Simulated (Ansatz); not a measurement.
# FGeH7Si: the cost of one run

Program: Ansatz 0.2.0, Gaussian basis. Level of theory: PBE0-D4, def2-SVP first, then def2-TZVP. These are calculated values, not measurements.

152 further runs of the same task are left out: 152 set aside as unsound or not needed.

## Step 1: The starting structure

The guess: 10 atoms, charge 0, spin multiplicity 1.

Atoms are counted from 1 here; the program's logs count them from 0.

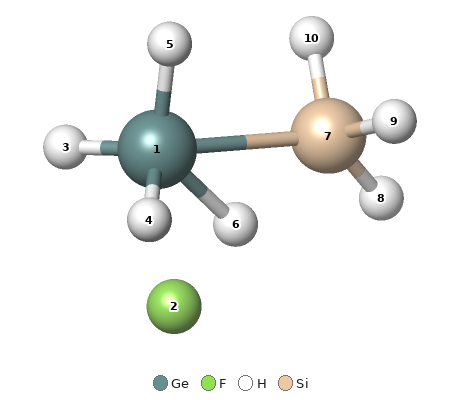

As it starts; germanium teal, fluorine green, hydrogen white, silicon light orange; atoms are numbered from 1 in the order of the file.

Geometry (Å):

```
atom    x (Å)    y (Å)    z (Å)
 Ge1  -0.6505  -1.0772  -0.0710
  F2   1.5852  -1.3136   0.7878
  H3  -0.0891  -2.0419  -1.0594
  H4  -0.9393  -1.6945   1.2555
  H5  -1.9935  -0.5899  -0.6373
  H6   0.8786  -0.2144   0.3600
 Si7   0.2995   1.3410  -0.0998
  H8   1.6220   1.9217   0.1526
  H9  -0.6555   1.9999   0.7930
 H10  -0.0573   1.6689  -1.4814
```

Distances that are to change: Ge1–Si7 2.60 Å, F2–H6 1.37 Å, Ge1–F2 2.41 Å, H6–Si7 1.72 Å.

## Step 2: Constrained relaxation of the guess

Contents of hold/in.yaml:

```yaml
crystal:
  periodic: [false, false, false]
  atoms:
    - {symbol: Ge, position_ang: [-0.650500, -1.077200, -0.071000]}
    - {symbol: F, position_ang: [1.585200, -1.313600, 0.787800]}
    - {symbol: H, position_ang: [-0.089100, -2.041900, -1.059400]}
    - {symbol: H, position_ang: [-0.939300, -1.694500, 1.255500]}
    - {symbol: H, position_ang: [-1.993500, -0.589900, -0.637300]}
    - {symbol: H, position_ang: [0.878600, -0.214400, 0.360000]}
    - {symbol: Si, position_ang: [0.299500, 1.341000, -0.099800]}
    - {symbol: H, position_ang: [1.622000, 1.921700, 0.152600]}
    - {symbol: H, position_ang: [-0.655500, 1.999900, 0.793000]}
    - {symbol: H, position_ang: [-0.057300, 1.668900, -1.481400]}
basis:
  gaussian: {orbitals: def2-SVP}
hamiltonian: {xc: pbe0, dispersion: d4}
relax: {f_tol: 0.04, max_steps: 150, escape_saddle: false, constraints: [{distance: [0, 6]}, {distance: [1, 5]}, {distance: [0, 1]}, {distance: [5, 6]}]}
```

On the command line:

```
> ansatz run in.yaml --threads 4 --pin off --events-out ev --progress --plain --max-ram 9574MiB
```

**Question.** How long does this run take on 4 threads of Arm Neoverse V2, shared host?

About 4.8 s.
